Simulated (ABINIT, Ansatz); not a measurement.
# Sr (Strontium): phonons by linear response, part 3 of 4

Aim: the phonon dispersion of Sr (Strontium), checked by a second program.

ABINIT 10.8.3; DFT PBE, scalar-relativistic, plane waves, PseudoDojo norm-conserving pseudopotentials.

So far. Step 3 (Relaxing the cell and atoms): The volume changes by -3.1 % in this run and stands -3.1 % from the first cell. Step 4 (Self-consistent run for the response): The cell stands at -0.30 GPa: the relaxation ran with a smoothed and higher cutoff and on another k mesh. The relaxed cell has a = 6.020 Å (conventional setting).

### 7. Interpolated phonon bands

anaddb transforms the dynamical matrices to force constants and back along the path; points of the mesh come back as solved, but for the sum rule and, in polar crystals, the LO-TO term at Γ; the rest is interpolation.

anaddb.abi reads:

```
ddb_filepath "all_DDB"
output_file "anaddb.abo"
outdata_prefix "anaddb"
ifcflag 1
ngqpt 4 4 4
nqshft 1
q1shft 0.0 0.0 0.0
asr 1
chneut 0
dipdip 0
dipquad 0
quadquad 0
enunit 0
eivec 0
nph1l 62
qph1l 
    0.0 0.0 0.0 1.0
    0.05 0.0 0.05 1.0
    0.1 0.0 0.1 1.0
    0.15 0.0 0.15 1.0
    0.2 0.0 0.2 1.0
    0.25 0.0 0.25 1.0
    0.3 0.0 0.3 1.0
    0.35 0.0 0.35 1.0
    0.4 0.0 0.4 1.0
    0.45 0.0 0.45 1.0
    0.5 0.0 0.5 1.0
    0.5125 0.025 0.5125 1.0
    0.525 0.05 0.525 1.0
    0.5375 0.075 0.5375 1.0
    0.55 0.1 0.55 1.0
    0.5625 0.125 0.5625 1.0
    0.575 0.15 0.575 1.0
    0.5875 0.175 0.5875 1.0
    0.6 0.2 0.6 1.0
    0.6125 0.225 0.6125 1.0
    0.625 0.25 0.625 1.0
    0.375 0.375 0.75 1.0
    0.3375 0.3375 0.675 1.0
    0.3 0.3 0.6 1.0
    0.2625 0.2625 0.525 1.0
    0.225 0.225 0.45 1.0
    0.1875 0.1875 0.375 1.0
    0.15 0.15 0.3 1.0
    0.1125 0.1125 0.225 1.0
    0.075 0.075 0.15 1.0
    0.0375 0.0375 0.075 1.0
    0.0 0.0 0.0 1.0
    0.05 0.05 0.05 1.0
    0.1 0.1 0.1 1.0
    0.15 0.15 0.15 1.0
    0.2 0.2 0.2 1.0
    0.25 0.25 0.25 1.0
    0.3 0.3 0.3 1.0
    0.35 0.35 0.35 1.0
    0.4 0.4 0.4 1.0
    0.45 0.45 0.45 1.0
    0.5 0.5 0.5 1.0
    0.5 0.475 0.525 1.0
    0.5 0.45 0.55 1.0
    0.5 0.425 0.575 1.0
    0.5 0.4 0.6 1.0
    0.5 0.375 0.625 1.0
    0.5 0.35 0.65 1.0
    0.5 0.325 0.675 1.0
    0.5 0.3 0.7 1.0
    0.5 0.275 0.725 1.0
    0.5 0.25 0.75 1.0
    0.5 0.225 0.725 1.0
    0.5 0.2 0.7 1.0
    0.5 0.175 0.675 1.0
    0.5 0.15 0.65 1.0
    0.5 0.125 0.625 1.0
    0.5 0.1 0.6 1.0
    0.5 0.075 0.575 1.0
    0.5 0.05 0.55 1.0
    0.5 0.025 0.525 1.0
    0.5 0.0 0.5 1.0
```

mrgddb.in reads:

```
all_DDB
merged
8
dfpt_gammao_DDB
dfpt_qo_DS1_DDB
dfpt_qo_DS2_DDB
dfpt_qo_DS3_DDB
dfpt_qo_DS4_DDB
dfpt_qo_DS5_DDB
dfpt_qo_DS6_DDB
dfpt_qo_DS7_DDB
```

Run with:

```
mrgddb < mrgddb.in > mrgddb.log
OMP_NUM_THREADS=1 anaddb anaddb.abi > anaddb.log
```

anaddb.abo, the main output file:

```text
[banners, grids, parts of the stress and lines that vanish by symmetry left out]
-outvars_anaddb: echo values of input variables ----------------------

 Flags :
[...]
Phonon wavevector (reduced coordinates) :  0.00000  0.00000  0.00000
 Phonon energies in Hartree :
[...]
Phonon frequencies in cm-1    :
-  0.000000E+00  0.000000E+00  0.000000E+00
[...]
Phonon wavevector (reduced coordinates) :  0.05000  0.00000  0.05000
 Phonon energies in Hartree :
[...]
Phonon frequencies in cm-1    :
-  1.233967E+01  1.233967E+01  1.393050E+01
[...]
Phonon wavevector (reduced coordinates) :  0.10000  0.00000  0.10000
 Phonon energies in Hartree :
[...]
Phonon frequencies in cm-1    :
-  2.429194E+01  2.429194E+01  2.783421E+01
[...]
Phonon wavevector (reduced coordinates) :  0.15000  0.00000  0.15000
 Phonon energies in Hartree :
[...]
Phonon frequencies in cm-1    :
-  3.557364E+01  3.557364E+01  4.164102E+01
[...]
Phonon wavevector (reduced coordinates) :  0.20000  0.00000  0.20000
 Phonon energies in Hartree :
[...]
Phonon frequencies in cm-1    :
-  4.599252E+01  4.599252E+01  5.514485E+01
  Phonon wavevector (reduced coordinates) :  0.25000  0.00000  0.25000
 Phonon energies in Hartree :
[...]
Phonon frequencies in cm-1    :
-  5.533408E+01  5.533408E+01  6.791582E+01
  Phonon wavevector (reduced coordinates) :  0.30000  0.00000  0.30000
 Phonon energies in Hartree :
[...]
Phonon frequencies in cm-1    :
-  6.329074E+01  6.329074E+01  7.932615E+01
  Phonon wavevector (reduced coordinates) :  0.35000  0.00000  0.35000
 Phonon energies in Hartree :
[...]
Phonon frequencies in cm-1    :
-  6.953707E+01  6.953707E+01  8.871591E+01
  Phonon wavevector (reduced coordinates) :  0.40000  0.00000  0.40000
 Phonon energies in Hartree :
[...]
Phonon frequencies in cm-1    :
-  7.388980E+01  7.388980E+01  9.559495E+01
  Phonon wavevector (reduced coordinates) :  0.45000  0.00000  0.45000
 Phonon energies in Hartree :
[...]
Phonon frequencies in cm-1    :
-  7.638725E+01  7.638725E+01  9.973762E+01
  Phonon wavevector (reduced coordinates) :  0.50000  0.00000  0.50000
 Phonon energies in Hartree :
[...]
Phonon frequencies in cm-1    :
-  7.719065E+01  7.719065E+01  1.011135E+02
  Phonon wavevector (reduced coordinates) :  0.51250  0.02500  0.51250
 Phonon energies in Hartree :
[...]
Phonon frequencies in cm-1    :
-  7.711081E+01  7.726178E+01  1.010721E+02
  Phonon wavevector (reduced coordinates) :  0.52500  0.05000  0.52500
 Phonon energies in Hartree :
[...]
Phonon frequencies in cm-1    :
-  7.687009E+01  7.747292E+01  1.009463E+02
  Phonon wavevector (reduced coordinates) :  0.53750  0.07500  0.53750
 Phonon energies in Hartree :
[...]
Phonon frequencies in cm-1    :
-  7.646509E+01  7.781743E+01  1.007307E+02
[...]
Phonon wavevector (reduced coordinates) :  0.50000  0.17500  0.67500
 Phonon energies in Hartree :
[...]
Phonon frequencies in cm-1    :
-  6.922682E+01  8.541975E+01  9.637787E+01
  Phonon wavevector (reduced coordinates) :  0.50000  0.15000  0.65000
 Phonon energies in Hartree :
[...]
Phonon frequencies in cm-1    :
-  7.073889E+01  8.355150E+01  9.771116E+01
  Phonon wavevector (reduced coordinates) :  0.50000  0.12500  0.62500
 Phonon energies in Hartree :
[...]
Phonon frequencies in cm-1    :
-  7.235435E+01  8.181559E+01  9.881583E+01
  Phonon wavevector (reduced coordinates) :  0.50000  0.10000  0.60000
 Phonon energies in Hartree :
[...]
Phonon frequencies in cm-1    :
-  7.391004E+01  8.027175E+01  9.968752E+01
  Phonon wavevector (reduced coordinates) :  0.50000  0.07500  0.57500
 Phonon energies in Hartree :
[...]
Phonon frequencies in cm-1    :
-  7.526524E+01  7.898203E+01  1.003351E+02
  Phonon wavevector (reduced coordinates) :  0.50000  0.05000  0.55000
 Phonon energies in Hartree :
[...]
Phonon frequencies in cm-1    :
-  7.630988E+01  7.800678E+01  1.007762E+02
  Phonon wavevector (reduced coordinates) :  0.50000  0.02500  0.52500
 Phonon energies in Hartree :
[...]
Phonon frequencies in cm-1    :
-  7.696675E+01  7.739784E+01  1.010306E+02
  Phonon wavevector (reduced coordinates) :  0.50000  0.00000  0.50000
 Phonon energies in Hartree :
[...]
Phonon frequencies in cm-1    :
-  7.719065E+01  7.719065E+01  1.011135E+02
-
```

Elapsed: 0.53 s, on 1 thread of Arm Neoverse V2, shared host.

This step gave:

| Quantity | Value |
| --- | --- |
| lowest frequency on the path | 0 cm⁻¹ |

Anaddb. Phonon branches along the path, in cm⁻¹:

| point | branch 1 | branch 2 | branch 3 |
| --- | --- | --- | --- |
| Γ | 0 | 0 | 0 |
| X | 77 | 77 | 101 |
| U | 68 | 83 | 96 |
| jump to K | 68 | 83 | 96 |
| Γ | 0 | 0 | 0 |
| L | 49 | 49 | 94 |
| W | 67 | 91 | 91 |
| X | 77 | 77 | 101 |

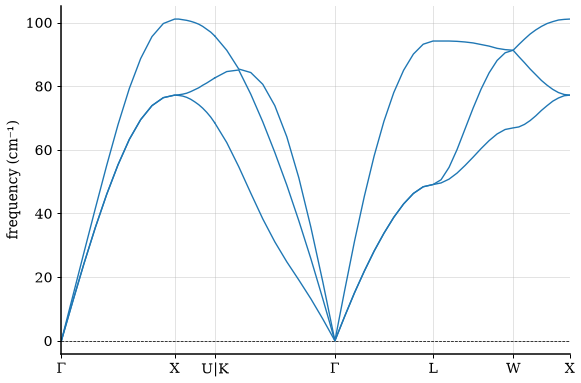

Phonon branches along the path.

All branches are real along the path.

### 8. Density of states

Sums over the zone need many more wavevectors than were solved, so the interpolation is sampled on a dense mesh.

anaddb.abi reads:

```
ddb_filepath "all_DDB"
output_file "anaddb.abo"
outdata_prefix "anaddb"
ifcflag 1
ngqpt 4 4 4
nqshft 1
q1shft 0.0 0.0 0.0
asr 1
chneut 0
dipdip 0
dipquad 0
quadquad 0
prtdos 2
ng2qpt 13 13 13
dosdeltae 4.5563e-06
ntemper 11
temperinc 100.0
tempermin 0.0
```

Run with:

```
OMP_NUM_THREADS=1 anaddb anaddb.abi > anaddb.log
```

anaddb.abo, the main output file:

```text
[banners, grids, parts of the stress and lines that vanish by symmetry left out]
-outvars_anaddb: echo values of input variables ----------------------

 Flags :
     ifcflag         1
 Miscellaneous information :
         asr         1
      chneut         0
 Interatomic Force Constants Inputs :
      dipdip         0
     dipquad         0
    quadquad         0
      ifcana         0
      ifcout         0
 Description of grid 1 :
        brav         1
       ngqpt         4         4         4
      nqshft         1
      q1shft
                     0.00000000E+00  0.00000000E+00  0.00000000E+00
 Phonon DOS information :
   dosdeltae  4.55630000E-06
    dossmear  4.55633525E-06
 Description of grid 2 (Fourier interp. or BZ sampling):
      ng2qpt        13        13        13
      ngrids         4
      q2shft         0.00000000E+00  0.00000000E+00  0.00000000E+00

================================================================================

 read the DDB information and perform some checks

  ==== Info on the Cryst% object ====
 Real(R)+Recip(G) space primitive vectors, cartesian coordinates (Bohr,Bohr^-1):
 R(1)=  0.0000000  5.6883750  5.6883750  G(1)= -0.0878986  0.0878986  0.0878986
 R(2)=  5.6883750  0.0000000  5.6883750  G(2)=  0.0878986 -0.0878986  0.0878986
 R(3)=  5.6883750  5.6883750  0.0000000  G(3)=  0.0878986  0.0878986 -0.0878986
 Unit cell volume ucvol=  3.6812444E+02 bohr^3
 Angles (23,13,12)=  6.00000000E+01  6.00000000E+01  6.00000000E+01 degrees
 Time-reversal symmetry is present
 Reduced atomic positions [iatom, xred, symbol]:
    1)    0.0000000  0.0000000  0.0000000  Sr

 DDB file with 8 blocks has been read.

================================================================================

 Calculation of the interatomic forces

       Homogeneous q point set in the B.Z.
 Grid q points  :       64
  1)   0.00000000E+00  0.00000000E+00  0.00000000E+00
  2)   2.50000000E-01  0.00000000E+00  0.00000000E+00
  3)   5.00000000E-01  0.00000000E+00  0.00000000E+00
  4)  -2.50000000E-01  0.00000000E+00  0.00000000E+00
  5)   0.00000000E+00  2.50000000E-01  0.00000000E+00
  6)   2.50000000E-01  2.50000000E-01  0.00000000E+00
  7)   5.00000000E-01  2.50000000E-01  0.00000000E+00
  8)  -2.50000000E-01  2.50000000E-01  0.00000000E+00
  9)   0.00000000E+00  5.00000000E-01  0.00000000E+00
 10)   2.50000000E-01  5.00000000E-01  0.00000000E+00
 11)   5.00000000E-01  5.00000000E-01  0.00000000E+00
 12)  -2.50000000E-01  5.00000000E-01  0.00000000E+00
 13)   0.00000000E+00 -2.50000000E-01  0.00000000E+00
 14)   2.50000000E-01 -2.50000000E-01  0.00000000E+00
[...]
58)   2.50000000E-01  5.00000000E-01 -2.50000000E-01
 59)   5.00000000E-01  5.00000000E-01 -2.50000000E-01
 60)  -2.50000000E-01  5.00000000E-01 -2.50000000E-01
 61)   0.00000000E+00 -2.50000000E-01 -2.50000000E-01
 62)   2.50000000E-01 -2.50000000E-01 -2.50000000E-01
 63)   5.00000000E-01 -2.50000000E-01 -2.50000000E-01
 64)  -2.50000000E-01 -2.50000000E-01 -2.50000000E-01

 The interatomic forces have been obtained

================================================================================

 Calculation of phonon density of states

 Average speed of sound partial sums:     0.9386652224E-03 (at units)
-                                   =           2.0535 [km/s]

 Debye frequency from partial sums:     0.5105004935E-03 (Ha)
-                                 =     0.3358931889E+01 (THz)
-Debye temperature from partial sums:     0.1612033060E+03 (K)

 Average speed of sound:     0.1004772529E-02 (at units)
-                      =           2.1981 [km/s]

 Debye frequency from DOS:     0.5464534745E-03 (Ha)
-                        =     0.3595491140E+01 (THz)
-Debye temperature from DOS:     0.1725563595E+03 (K)

-
```

Wall time 0.54 s (1 thread).

Numbers from this step:

- share of modes beyond 3i cm⁻¹ on the dense interpolated mesh: 0
- zero-point energy per atom: 12.76 meV
- heat capacity at 300 K: 24.70 J/(mol atoms K)
- vibrational entropy at 300 K: 53.94 J/(mol atoms K)

The phonon density of states has structure finer than the step of the table below, so its rows give means over 10 cm⁻¹, whole bins alone (the curve runs from -30 to 131 cm⁻¹). Peaks (cm⁻¹: height): 65.0: 0.0591, 93.0: 0.137.

Tetrahedra. Phonon density of states against wavenumber; means over each step:

| wavenumber (cm⁻¹) | phonon density of states (1/cm⁻¹/cell) |
| --- | --- |
| -10 | 0 |
| 0 | 1.5e-5 |
| 10 | 5.8e-4 |
| 20 | 0.00383 |
| 30 | 0.00995 |
| 40 | 0.0196 |
| 50 | 0.0399 |
| 60 | 0.0532 |
| 70 | 0.0507 |
| 80 | 0.0472 |
| 90 | 0.0622 |
| 100 | 0.0119 |
| 110 | 0 |

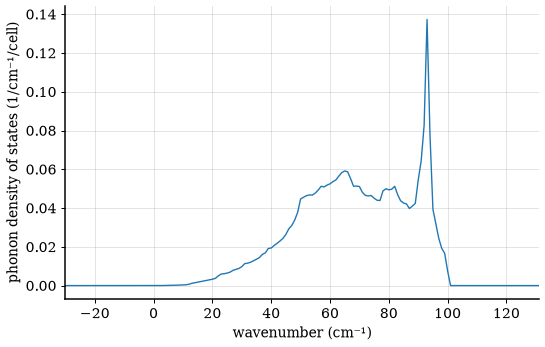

Phonon density of states against wavenumber.

Harmonic thermodynamic functions per atom, summed over the density of states scaled to three modes an atom; melting is ignored. Thermodynamic functions:

| T (K) | F_vib (meV/atom) | S (J/mol-atom/K) | C_V (J/mol-atom/K) |
| --- | --- | --- | --- |
| 0 | 12.76 | 0 | 0 |
| 50 | 10.37 | 12.99 | 18.06 |
| 100 | -0.41 | 27.47 | 22.9 |
| 200 | -38.33 | 43.97 | 24.41 |
| 300 | -89.4 | 53.94 | 24.7 |
| 400 | -149.2 | 61.06 | 24.81 |
| 500 | -215.4 | 66.6 | 24.86 |
| 600 | -286.9 | 71.14 | 24.88 |
| 700 | -362.6 | 74.97 | 24.9 |
| 800 | -442.1 | 78.3 | 24.91 |
| 900 | -524.8 | 81.23 | 24.92 |
| 1000 | -610.4 | 83.86 | 24.92 |

At 300 K the heat capacity has reached 99 % of the Dulong-Petit value.

[end of part 3 of 4]

[Host names and launcher messages were left out of these logs when they were recorded.]

[Logs are printed without paths, hosts, clocks, repeated set-up lines and the standing remarks that a program may print on its own settings, such as how far it seeks lower states.]

[Hosts, paths, dates, database ids (printed as entryN), source tags and the programs' standing remarks are cut or masked in the printed files.]
